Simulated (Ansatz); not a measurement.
Reaction (SMILES): [C-]#[NH+] (C-NH) + 3 [H][H] (H2) → C (CH4) + N (NH3)
B3LYP-D3(BJ)/def2-TZVP geometries, fixed; electronic energies without zero-point terms.

Basis-set convergence of the energy of full hydrogenation at PBE with Ansatz (a program for electronic structure). Cartesian d functions, on some or all atoms, in 6-31+G*; all else is spherical. The program fits the integrals of some runs and decomposes those of others, by size. No added dispersion term, no relativity. Functions are those of the species that has most. Reference: the value in aug-pcseg-3, -96.85 kcal/mol, itself unsure by roughly 0.07 kcal/mol (its mean distance from aug-cc-pVQZ, def2-QZVPPD, pcseg-3). Deviations are taken from unrounded values.

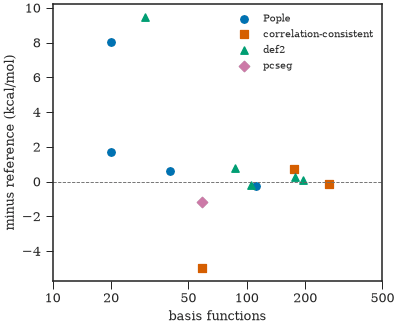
*Deviation from the reference against the number of basis functions, by family of sets.*

```json
[
 {"basis": "3-21G", "functions": "20", "energy of full hydrogenation (kcal/mol)": "-88.81", "minus reference (kcal/mol)": "8.03"},
 {"basis": "6-31G", "functions": "20", "energy of full hydrogenation (kcal/mol)": "-95.16", "minus reference (kcal/mol)": "1.68"},
 {"basis": "def2-SV(P)", "functions": "30", "energy of full hydrogenation (kcal/mol)": "-87.36", "minus reference (kcal/mol)": "9.49"},
 {"basis": "6-31+G*", "functions": "40", "energy of full hydrogenation (kcal/mol)": "-96.25", "minus reference (kcal/mol)": "0.60"},
 {"basis": "aug-cc-pVDZ", "functions": "59", "energy of full hydrogenation (kcal/mol)": "-101.83", "minus reference (kcal/mol)": "-4.99"},
 {"basis": "aug-pcseg-1", "functions": "59", "energy of full hydrogenation (kcal/mol)": "-98.03", "minus reference (kcal/mol)": "-1.19"},
 {"basis": "def2-TZVPP", "functions": "87", "energy of full hydrogenation (kcal/mol)": "-96.06", "minus reference (kcal/mol)": "0.79"},
 {"basis": "def2-TZVPPD", "functions": "105", "energy of full hydrogenation (kcal/mol)": "-97.04", "minus reference (kcal/mol)": "-0.20"},
 {"basis": "6-311++G(3df,3pd)", "functions": "111", "energy of full hydrogenation (kcal/mol)": "-97.11", "minus reference (kcal/mol)": "-0.26"},
 {"basis": "cc-pVQZ", "functions": "175", "energy of full hydrogenation (kcal/mol)": "-96.10", "minus reference (kcal/mol)": "0.75"},
 {"basis": "def2-QZVPP", "functions": "177", "energy of full hydrogenation (kcal/mol)": "-96.58", "minus reference (kcal/mol)": "0.26"},
 {"basis": "def2-QZVPPD", "functions": "195", "energy of full hydrogenation (kcal/mol)": "-96.78", "minus reference (kcal/mol)": "0.06"},
 {"basis": "aug-cc-pVQZ", "functions": "264", "energy of full hydrogenation (kcal/mol)": "-96.98", "minus reference (kcal/mol)": "-0.13"}
]
```
